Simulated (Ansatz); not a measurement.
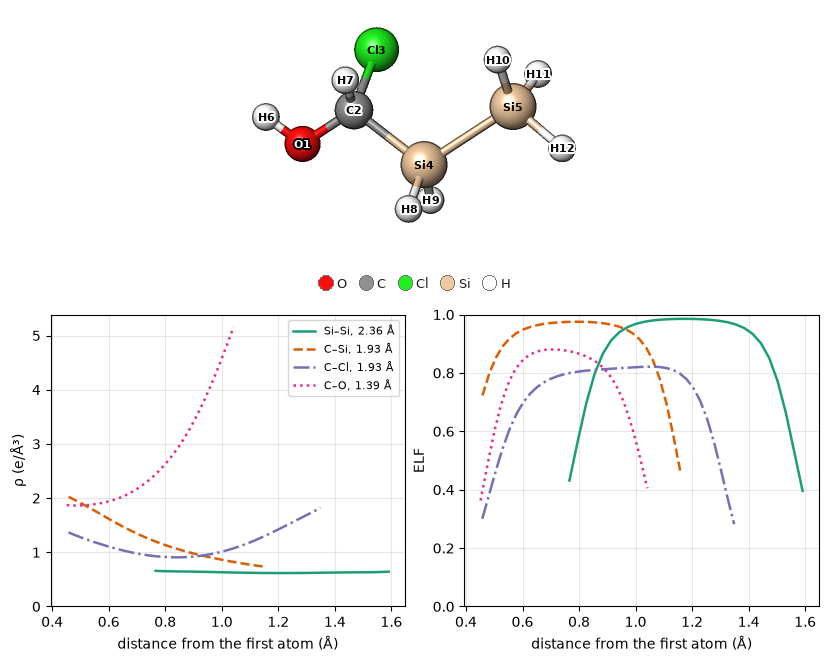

Figure 1: CH7ClOSi2 (SMILES OC(Cl)[SiH2][SiH3]). Electron density and ELF along straight lines between neighbouring atoms. The curves leave out the atomic cores. The structure is drawn too.

Theory: RKS BLYP-D4/6-31G* (Ansatz 0.2.0).

```csv
atom,x (Å),y (Å),z (Å)
O,-2.2368,1.1335,-0.7184
C,-1.0759,0.9259,0.0154
Cl,0.2012,2.3391,-0.2756
Si,-0.2281,-0.7104,-0.5578
Si,1.8196,-0.9894,0.5751
H,-2.7261,1.8982,-0.3382
H,-1.2272,0.9985,1.1050
H,-1.1769,-1.8288,-0.2394
H,-0.0619,-0.6314,-2.0398
H,1.6320,-0.6838,2.0303
H,2.8808,-0.0942,0.0238
H,2.2762,-2.4124,0.4536
```

What kind of bonding do the profiles show?

Answer. Si–Si (2.36 Å): ρ at the midpoint is about 0.62 e/Å³; the ELF peaks at about 1 between the atoms; a shared electron pair.
C–Si (1.93 Å): ρ is about 0.9 e/Å³ halfway; the ELF peaks at about 1 between the atoms: a shared electron pair.
C–Cl (1.93 Å): ρ at the midpoint is about 0.97 e/Å³; the ELF peaks at about 0.80 between the atoms (a shared electron pair).
C–O (1.39 Å): ρ at the midpoint is about 2.2 e/Å³, with its minimum of 1.9 e/Å³ about 0.5 Å from C; the ELF peaks at about 0.90 between the atoms: a shared but strongly polarised pair.
